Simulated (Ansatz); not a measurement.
Reaction (SMILES): OCl (OH-Cl) → [OH] (OH) + Cl atom
B3LYP-D3(BJ)/def2-TZVP geometries, fixed; electronic energies without zero-point terms.
Largest species:
```
O
H 1 0.9686
Cl 1 1.7015 2 103.27
```
Charge 0, spin multiplicity 1.

Basis-set convergence of the bond dissociation energy at PBE with Ansatz (a first-principles code). Cartesian d functions, on some or all atoms, in 6-311G**; all else is spherical. Open shells are unrestricted. No added dispersion term, no relativity. Functions are those of the species that has most. Reference: the value in pcseg-4, 65.77 kcal/mol, itself unsure by roughly 0.06 kcal/mol (its mean distance from aug-pcseg-3, aug-cc-pV(Q+d)Z, cc-pV(5+d)Z). Deviations are taken from unrounded values.

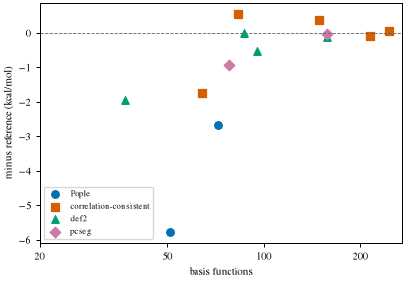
Deviation from the reference against the number of basis functions, by family of sets.

```tsv
basis	functions	bond dissociation energy (kcal/mol)	minus reference (kcal/mol)
def2-SVP	37	63.83	-1.94
6-311G**	51	59.98	-5.78
aug-cc-pV(D+d)Z	64	64.04	-1.73
6-311++G(2d,2p)	72	63.10	-2.66
pcseg-2	78	64.82	-0.94
cc-pV(T+d)Z	83	66.32	0.56
def2-TZVPP	87	65.77	0.00
def2-TZVPD	95	65.25	-0.52
cc-pV(Q+d)Z	149	66.13	0.36
def2-QZVPP	157	65.64	-0.12
pcseg-3	157	65.75	-0.02
aug-cc-pV(Q+d)Z	215	65.68	-0.09
cc-pV(5+d)Z	246	65.83	0.06
```
